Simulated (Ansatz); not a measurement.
B$_{2}$H$_{4}$S: several calculations on one system

## 1. Relaxation

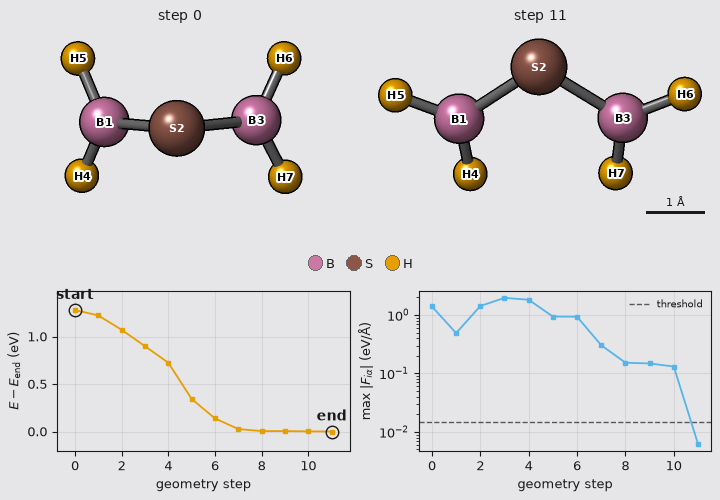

First and last geometry of a relaxation of B2H4S, with the history of the run. A ball-and-stick model, seen face on.

The run prepares an end point of a later path (torsion) calculation, from a guessed geometry.

Theory: RKS CAM-B3LYP-D4/def2-SVP (Ansatz). Set-up: no spin polarisation; force threshold 0.015 eV/Å; at most 40 steps.

What do the curves and the structures tell?

Answer. It converged. The largest move after the best rigid fit is that of S2, 1.26 Å. Largest moves by element: S 1.26 Å, H 1.12 Å, B 0.12 Å. Near-neighbour distances that change, for instance: S2–B3 1.862 → 1.800 Å, B1–H4 1.163 → 1.200 Å, B1–H5 1.237 → 1.202 Å, B1–S2 1.835 → 1.800 Å. Bond angles that change, for instance: B1–S2–B3 90.8° → 103.9°, H4–B1–H5 116.8° → 122.6°, S2–B3–H6 121.2° → 117.0°. Groups turn about S2–B3 by about 90°, B1–S2 by about 90°. After 11 geometry steps the energy has fallen by 1.279 eV. Largest force component: 1.4 eV/Å at the start, 0.0063 eV/Å at the end. The run took 19 s on 1 thread of Arm Neoverse V2 (shared host), peak memory 0.13 GiB.

## 2. Relaxation

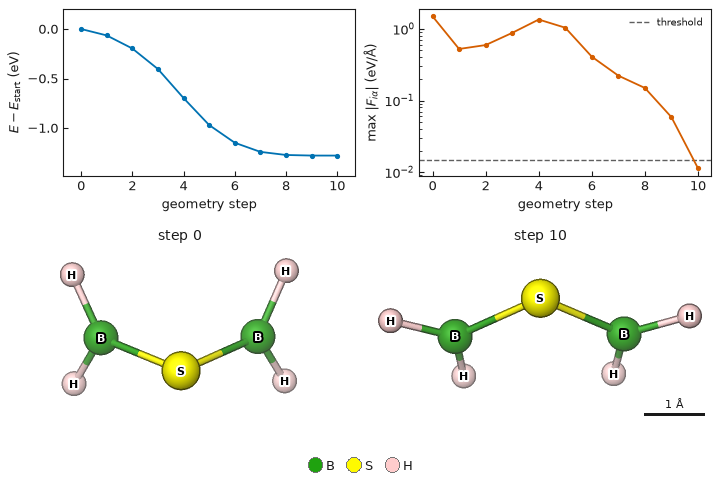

First and last geometry of a relaxation of B2H4S, with the history of the run. Style: ball-and-stick. Shown at a tilt.

The run prepares an end point of a later path (torsion) calculation, from a guessed geometry.

Level of theory: RKS CAM-B3LYP-D4/def2-SVP (Ansatz). Settings: no spin polarisation; force threshold 0.015 eV/Å; at most 40 steps.

Read the history and describe the run.

Answer. It converged. Over 10 geometry steps the energy falls by 1.279 eV. Largest force component: 1.5 eV/Å at the start, 0.011 eV/Å at the end. The atom that moves furthest after the best rigid fit is the S atom (1.25 Å). Largest moves by element: S 1.25 Å, H 1.10 Å, B 0.12 Å. Some distances before and after: B–S 1.862 → 1.800 Å, B–H 1.163 → 1.201 Å, B–H 1.237 → 1.200 Å, B–S 1.835 → 1.800 Å. Among the angles between lasting bonds that change: B–S–B 90.8° → 103.9°, S–B–H 123.0° → 117.0°, H–B–H 116.8° → 122.6°. Groups turn about B–S by about 90°, B–S by about 90°.

## 3. Path

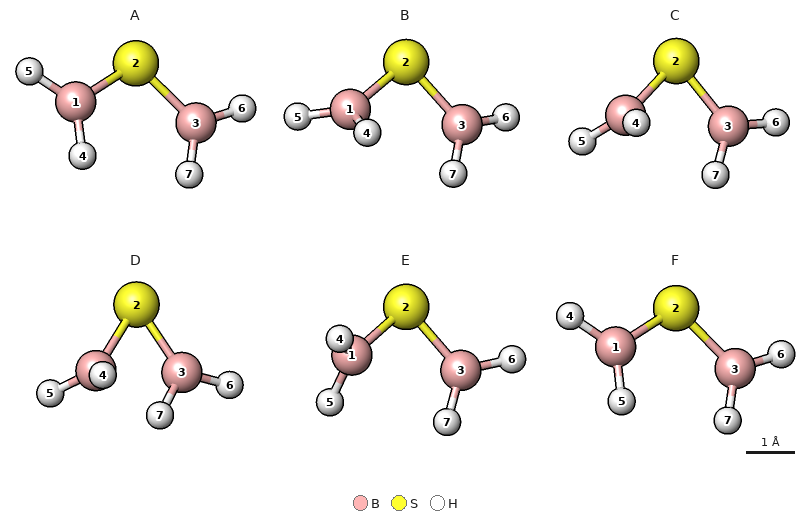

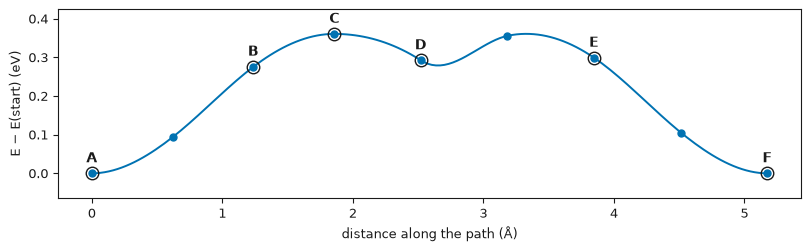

NEB run on B2H4S. Images are numbered from 0 (start) to 8 (end). Frames A to F are images 0, 2, 3, 4, 6, 8. The picture is a ball-and-stick view, seen at a tilt.

These are results of RKS CAM-B3LYP-D4/def2-SVP (Ansatz), not measurements. Run with 7 movable images; climbing image; force threshold 0.03 eV/Å; iteration limit 60; starting path by image-dependent pair potential.

> What happens along the path, and what is the barrier?

The two ends have the same energy, and the highest point, image 3, lies 0.36 eV above the start. The profile has 2 maxima (images 3, 5) with a dip at image 4 (+0.29 eV), so the process runs in steps. The path has more than one stage, and so few images may leave a stage unresolved. No bond forms or breaks between the ends. Among the angles between lasting bonds that change up to the highest image: B1–S2–B3 103.9° → 84.4°, S2–B3–H6 117.0° → 119.7°. The band converged in 26 iterations. The largest component of the band force went from 0.95 to 0.029 eV/Å. The climbing image converged on the top of the path. Its vibrational analysis gives one imaginary mode (223i cm⁻¹), as a transition state must have.
